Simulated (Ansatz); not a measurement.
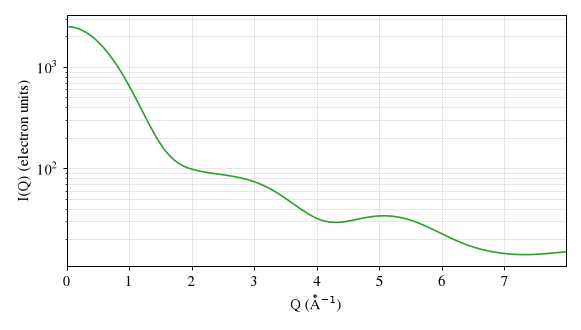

Elastic X-ray scattering of a randomly oriented, rigid molecule, calculated with the Debye equation from neutral-atom form factors (independent atoms, no Compton part, no vibration). The geometry is the end point of an optimisation (RKS PBE0-D4/STO-3G (Ansatz 0.2.0)); it may be a saddle point or a higher isomer. It contains C, O, H.

Question: How many electrons does the independent-atom model of the molecule hold?

Answer: I(0) is the square of the electron number: I(0) = 2500, so about 50 electrons, the count of C5H12O.

Question: What radius of gyration does the initial fall-off give?

Answer: From I(Q) ≈ I(0) exp(−Q²R²/3) at small Q, R ≈ 2.02 Å. It is larger than the electron-weighted radius of the nuclear positions alone (1.87 Å), because each atom's electron cloud adds to it.
